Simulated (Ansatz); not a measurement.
# ZrCdS3 (model cell, started as cubic perovskite with Zr in the octahedra): phonons and vibrational spectra, part 2 of 2

The cell of ZrCdS3 (model cell, started as cubic perovskite with Zr in the octahedra) is at rest. What are its phonons? After the zone centre comes a 2×2×2 q mesh on a 8×8×8 k mesh.

Ansatz 0.2.0; DFT PBEsol, scalar-relativistic, plane waves, PAW; PAW set soft_1.

So far. Step 2 (Zone-centre response): Before it was imposed, the acoustic sum rule was missed by 7.8e-5 eV/Å². Small misses are needed for a sound result but don't prove that mesh and cutoff are converged. The lowest optical mode is imaginary, 135.7i cm⁻¹, so the energy falls along it.

The structure was built from a prototype and need not be the compound's stable phase.

## Step 3: The dispersion

Stability and thermal properties need the whole zone. Linear response on a 2×2×2 q mesh gives force constants as far as a supercell of that size would.

The input, input.yaml:

```yaml
crystal:
  lattice:
    - [4.9204475525, 0.0, 0.0]
    - [0.0, 4.9204475525, 0.0]
    - [0.0, 0.0, 4.9204475525]
  atoms:
    - { symbol: Cd, position: [0.0, 0.0, 0.0] }
    - { symbol: Zr, position: [0.5, 0.5, 0.5] }
    - { symbol: S, position: [0.5, 0.5, 0.0] }
    - { symbol: S, position: [0.5, 0.0, 0.5] }
    - { symbol: S, position: [0.0, 0.5, 0.5] }
kpoints:
  mp_grid: { grid: [8, 8, 8] }
hamiltonian:
  xc: pbesol
  pseudopotentials: { kind: paw, azcp: { folder: soft_1 }, xc_functional: pbe }
scf:
  occupations: { method: methfessel_paxton, width: 0.2 }
output:
  eigenvalues: true
phonons:
  method: dfpt
  qmesh: [2, 2, 2]
  temperatures: { t_max: 1000, t_step: 50 }
  qpath:
    path:
      - [[0.0, 0.0, 0.0], [0.0, 0.5, 0.0], [0.5, 0.5, 0.0], [0.0, 0.0, 0.0], [0.5, 0.5, 0.5], [0.0, 0.5, 0.0]]
      - [[0.5, 0.5, 0.5], [0.5, 0.5, 0.0]]
    npoints: 10
```

On the command line:

```sh
> ansatz run input.yaml --threads 8 --pin off --max-ram 16384MiB --backend cpu --events-out ev --progress --plain --runs-dir out
```

Numbers of over 12 decimals in the logs are rounded to 6 here.

What it wrote:

```text
[...]
Crystal: 5 atoms, lattice volume = 119.128 Å³
Basis set: ecut = 420 eV, 2325 PW (Γ), exchange–correlation on 72×72×72 points (8 copies of the dense FFT grid, shifted against one another)
Bands: 30, of which v1, the nominal top of the filled ones, is band 25 counted from 1 (24 counted from 0)
Symmetry: 48 space group operations
k-points: 35 of 512
[...]
SCF iter   1: F=—  HF=-14971.455202 eV  |F-HF|=—  |Δ(HF+E_count)|=         —  Δρ=3.98e-2  dr2=4.29e0  ethr=3.10e-3  ⟨swp⟩=6.0  Hψ=4609  notcnv=0
[...]
SCF iter  11: F=-14970.366091 eV  HF=-14970.366091 eV  |F-HF|=1.46e-11  |Δ(HF+E_count)|=  2.46e-10  S|Δr|=    0.00e0  Δρ=9.46e-8  dr2=7.45e-12  ethr=1.00e-12  ⟨swp⟩=6.7  Hψ=6217  notcnv=0
SCF 1 converged in 11 iterations: F = -14970.366091 eV  dr2 = 7.45e-12
[...]
iter 1 solved again at ethr=1.25e-6 eV; its pass at ethr=3.10e-3 eV (dr2=6.26e-4 eV) is discarded
SCF iter   1: F=—  HF=-14970.366089 eV  |F-HF|=—  |Δ(HF+E_count)|=         —  Δρ=2.04e-6  dr2=2.20e-9  ethr=1.25e-6  ⟨swp⟩=3.3  Hψ=7267  notcnv=0
eigensolver tolerance schedule: the retry pair's looser diagonalisation over-reported the residual by 285096.25 of it (diagonalisation noise at an unbounded share of the residual, at the tolerance the schedule requests for it); recorded, not acted on — ethr = c·dr2/N_el stays at c = 1.0e-1
[...]
SCF iter   2: F=—  HF=-14970.366091 eV  |F-HF|=—  |Δ(HF+E_count)|=   1.36e-6  S|Δr|=    0.00e0  Δρ=9.80e-7  dr2=5.56e-10  ethr=4.39e-12  ⟨swp⟩=5.1  Hψ=3562  notcnv=0
[...]
SCF iter   7: F=-14970.366091 eV  HF=-14970.366091 eV  |F-HF|=3.64e-12  |Δ(HF+E_count)|=    0.00e0  S|Δr|=    0.00e0  Δρ=1.28e-7  dr2=9.03e-12  ethr=1.00e-12  ⟨swp⟩=1.7  Hψ=2349  notcnv=0
SCF 2 converged in 7 iterations: F = -14970.366091 eV  dr2 = 9.03e-12
phonons: the bands overlap, so this run is a metal and interpolates without the dipole-dipole term. If the crystal is really an insulator or semiconductor, its LO-TO splitting is missing
NSCF: frozen V_eff on 35 k-points
WARN: eigensolver did not converge (k=33): 1 band(s) unlocked after 2 eigensolves, warm-restarted (20 sweeps on the last) at ethr=1.77e-12 eV (storage-precision floor; scheduled 1.00e-12 eV) (lowest unlocked band 29, counted from 0; max residual 3.07e-2 eV among the unlocked bands, 3.07e-2 eV over every band; other slots of this pass that fall short are told together in one closing line; warning suppressed until the next SCF loop or pass starts)
[...]
DFPT response loops at q = (0, 0, 0) (fractional): preconditioner auto → Kerker (q_TF=auto, 2.361 Å⁻¹) (partly filled bands, converged f_vac=0.003); β = 1.00, the filter's whole step (`scf.mixing.beta` (0.50) is not read by the response loops under this deck's `scf.mixing.preconditioner`; to damp them name `kerker` or `kerker_dos`, under which they read `scf.mixing.beta`, and type it under 1.00, their step now; both keys bind the ground state too); Broyden in place of MSR1
[...]
SCF converged after 11 iterations
[...]
Free energy (F): -14970.366091 eV
[...]
Internal energy: -14970.356736 eV  (E = F + TS)
E sigma→0 (E₀):  -14970.363752 eV
Entropy (-TS):   -0.009355 eV (-1.871 meV/atom)
Fermi energy:    7.115321 eV
[...]
--- Band table (eV; the first three rows and the last of 35) ---
  k-point 0: bands = [... 21 lower, 6.1008, 6.1008, 6.7086, 6.7086, 6.7086, 7.8622, 7.8622, 7.8622, ... 1 higher]
  k-point 1: bands = [... 21 lower, 5.8765, 6.0477, 6.6030, 6.6030, 6.6730, 7.8692, 8.3346, 8.3346, ... 1 higher]
  k-point 2: bands = [... 21 lower, 5.3966, 5.9262, 6.5796, 6.5796, 7.2472, 7.8863, 9.2105, 9.2105, ... 1 higher]
  k-point 34: bands = [... 21 lower, 3.2528, 5.6842, 7.3617, 7.3617, 7.3617, 10.7764, 10.7764, 10.7764, ... 1 higher]
--- Phonons (Γ-DFPT): 4 representative perturbations + reference (Σ response iterations 12) ---
  ASR residual: 5.530e-5 → 0.000e0 eV/Å²; symmetrization residual: 1.810e-5 eV/Å²
  ASR residual per site (eV/Å²): 4.00e-5 3.02e-5 5.53e-5 5.53e-5 5.53e-5
[...]
--- Phonons (arbitrary-q DFPT): 4 irreducible q on the 2×2×2 mesh ---
  q = [0.0000, 0.0000, 0.0000] (star 1, of the zone-centre solve; hermiticity 2.93e-6, symmetrization 2.03e-12): -135.65 -135.65 -135.65 -118.82 -118.82 -118.82 -57.26 -57.26 -57.26 -0.00 0.00 0.00 356.74 356.74 356.74
  q = [0.0000, 0.0000, -0.5000] (star 3, 9 solved perturbations in 975 linear systems a pass and spin channel, the states on 125 of 512 k-point pairs; hermiticity 8.91e-7, symmetrization 2.20e-12): -129.29 -118.02 -118.02 -71.32 -71.32 -53.69 -50.76 -50.76 -31.80 51.06 51.06 199.92 361.37 361.37 414.85
[...]
sum rule: each row above includes the acoustic sum rule's correction from the zone centre's row sums; it moved no ω² by more than (0.68 cm⁻¹)²
  mesh force constants: q→R imaginary residual 2.89e-18; ASR residual 5.530e-5 → 0.000e0 eV/Å²; symmetrization residual 1.776e-14 eV/Å²
  interpolated dispersion: 62 rows × 15 modes
  density of states and harmonic sums: on the 14×14×14 q-mesh, interpolated from the force constants of a 2×2×2 supercell (no non-analytic term)
  largest difference from the sums on the solved wave vectors: F 2.18e-1 eV, S 3.16e-4 and C_V 9.86e-5 eV/K
  zero-point energy: 0.105719 eV/cell   skipped modes (ω ≤ 0): 875, of them read as no rigid motion or as one in doubt: 872 (7.105e0 modes/cell left out, lowest -183.56 cm⁻¹)   left out of the sums: 4.74e-1 of the cell's modes: C_V's classical limit lies that fraction below 3 k_B per atom; for a crystal, a wire or a layer, F and S can be off by more, and a phonons.interpolated_qmesh denser along its periods is the remedy for the sampling
```

Run time: 1.7 min. Hardware: 8 threads of AMD EPYC 7B13 (Zen 3), shared host; peak memory 1.5 GiB; 13 min of CPU time.

Numbers from this step:

| Property | Result |
| --- | --- |
| sum-rule residual before enforcement | 5.53e-5 eV/Å² |
| lowest frequency on the path | -183.6 cm⁻¹ |
| highest frequency on the path or at a solved wavevector | 466.9 cm⁻¹ |
| lowest mode on the q mesh (acoustic modes at Γ apart) | -183.6 cm⁻¹ |

Frequencies (cm⁻¹) solved at each irreducible wavevector; negative means imaginary. Frequencies by wavevector, by row:

| q in reciprocal lattice units | star | mode 1 | mode 2 | mode 3 | mode 4 | mode 13 | mode 14 | mode 15 |
| --- | --- | --- | --- | --- | --- | --- | --- | --- |
| 0 0 0 | 1 | -135.7 | -135.7 | -135.7 | -118.8 | 356.7 | 356.7 | 356.7 |
| 0 0 -0.5 | 3 | -129.3 | -118 | -118 | -71.3 | 361.4 | 361.4 | 414.9 |
| 0 -0.5 -0.5 | 3 | -183.6 | -97.4 | -97.4 | -64.5 | 364.2 | 367.4 | 446.3 |
| -0.5 -0.5 -0.5 | 1 | -180.2 | -180.2 | -180.2 | -64.9 | 361.9 | 361.9 | 466.9 |

Interpolated from a 2×2×2 q mesh. The phonon branches at the labelled points (cm⁻¹):

| point | branch 1 | branch 2 | branch 3 | branch 4 | branch 12 | branch 13 | branch 14 | branch 15 |
| --- | --- | --- | --- | --- | --- | --- | --- | --- |
| Γ | -136 | -136 | -136 | -119 | 0 | 357 | 357 | 357 |
| X | -129 | -118 | -118 | -71 | 200 | 361 | 361 | 415 |
| M | -184 | -97 | -97 | -64 | 194 | 364 | 367 | 446 |
| Γ | -136 | -136 | -136 | -119 | 0 | 357 | 357 | 357 |
| R | -180 | -180 | -180 | -65 | 185 | 362 | 362 | 467 |
| X | -129 | -118 | -118 | -71 | 200 | 361 | 361 | 415 |
| jump to R | -180 | -180 | -180 | -65 | 185 | 362 | 362 | 467 |
| M | -184 | -97 | -97 | -64 | 194 | 364 | 367 | 446 |

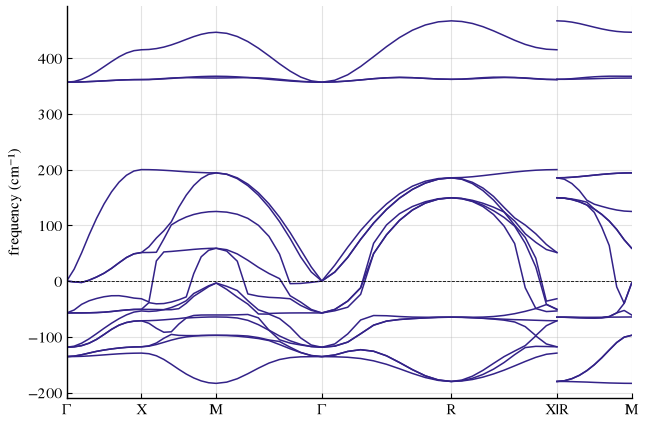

Phonon branches along the path.

The phonon density of states has structure finer than the step of the table below, so its rows give means over 50 cm⁻¹, whole bins alone (the curve runs from -185 to 465 cm⁻¹). Peaks (cm⁻¹: height): -115.0: 0.0644, -65.0: 0.129, 115.0: 0.0405, 365.0: 0.188.

Tetrahedra on a 14×14×14 mesh, mean over bins of 10 cm-1. Interpolated from a 2×2×2 q mesh. The phonon density of states by wavenumber; means over each step:

| wavenumber (cm⁻¹) | phonon density of states (1/cm⁻¹/cell) |
| --- | --- |
| -150 | 0.0318 |
| -100 | 0.0437 |
| -50 | 0.0564 |
| 0 | 0.0111 |
| 50 | 0.0219 |
| 100 | 0.0333 |
| 150 | 0.0232 |
| 200 | 0.0157 |
| 250 | 0 |
| 300 | 0 |
| 350 | 0.0407 |
| 400 | 0.00918 |

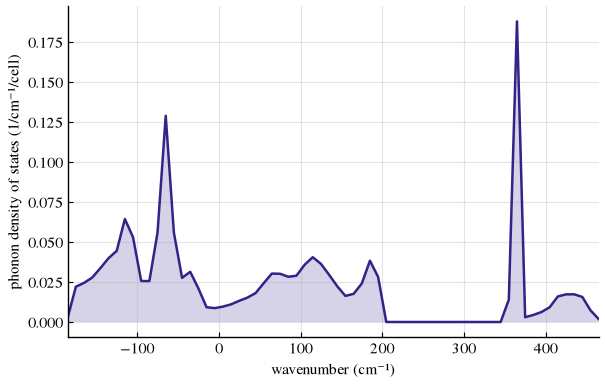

Phonon density of states against wavenumber.

The partial phonon density of states has structure finer than the step of the table below, so its rows give means over 50 cm⁻¹, whole bins alone (the curve runs from -192 to 489 cm⁻¹). Peaks (cm⁻¹: height): Cd -67.5: 0.102; S -110.4: 0.0550, 120.9: 0.0263, 365.1: 0.137; Zr -54.7: 0.0126, -16.1: 0.0083, 95.2: 0.0245, 142.3: 0.0311, 176.6: 0.0350, 189.5: 0.0343, 365.1: 0.0116.

Phonopy on the run's constants, 11x11x11 mesh, Gaussian sigma 4.9 cm-1. Interpolated from a 2×2×2 q mesh. The partial phonon density of states by wavenumber; means over each step; values in 1/cm⁻¹/cell:

| wavenumber (cm⁻¹) | Cd | S | Zr |
| --- | --- | --- | --- |
| -150 | 2.1e-4 | 0.0318 | 4.4e-5 |
| -100 | 0.0105 | 0.0318 | 9.7e-4 |
| -50 | 0.0417 | 0.00857 | 0.00542 |
| 0 | 0.00292 | 0.00347 | 0.00555 |
| 50 | 0.00295 | 0.0132 | 0.00307 |
| 100 | 0.00122 | 0.0232 | 0.00989 |
| 150 | 3.3e-4 | 0.00829 | 0.0156 |
| 200 | 1.1e-4 | 3.2e-4 | 0.0157 |
| 250 | 0 | 0 | 0 |
| 300 | 0 | 0 | 0 |
| 350 | 0 | 0.0366 | 0.00321 |
| 400 | 0 | 0.00972 | 3.7e-4 |
| 450 | 0 | 0.0100 | 1.3e-4 |

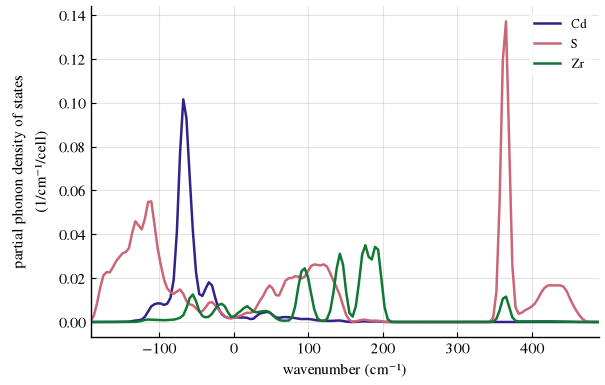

Partial phonon density of states, plotted against wavenumber.

Symmetry leaves 4 wavevectors to solve. The lowest mode among them, the acoustic zeros apart, lies at q = (0, -0.5, -0.5) and is imaginary, 183.6i cm⁻¹, so the energy falls along it.

## Step 4: Outcome

```
space group (within 0.01 Å)                             : Pm-3m
volume per atom                                         : 23.8 Å³
electronic character                                    : no gap on this mesh
highest optical mode at the zone centre (no LO-TO term) : 357 cm⁻¹
lowest optical zone-centre mode                         : -136 cm⁻¹
lowest mode on the q mesh (acoustic modes at Γ apart)   : -184 cm⁻¹
highest frequency on the path or at a solved wavevector : 467 cm⁻¹
imaginary modes on the 2×2×2 q mesh                     : yes
```

**Reading.** Modes are clearly imaginary (beyond 10i cm⁻¹) at 4 of the 4 irreducible wavevectors, most at q = (0, -0.5, -0.5) (183.6i cm⁻¹), so this structure is not a minimum of the energy. The optical modes at Γ span -136 to 357 cm⁻¹ (negative means imaginary). The highest mode in this list at Γ, 356.7 cm⁻¹, is mostly motion of S (89 % of the kinetic energy). With no gap, or one that is small against the smearing, the frequencies hang on the k mesh and the smearing, most of all near Kohn anomalies. The PAW files were made for PBE and serve the other functionals too. A phonon run warned that its eigensolver left some bands unconverged in a pass. The starting cell was built on a prototype and not taken from a measurement, so the phase need not exist. These are harmonic frequencies at zero temperature: anharmonic shifts, linewidths and thermal expansion are left out.

[Logs are printed without paths, hosts, clocks, repeated set-up lines and the standing remarks that a program may print on its own settings, such as how far it seeks lower states.]

[Hosts, paths, dates, database ids (printed as entryN), source tags and the programs' standing remarks are cut or masked in the printed files.]
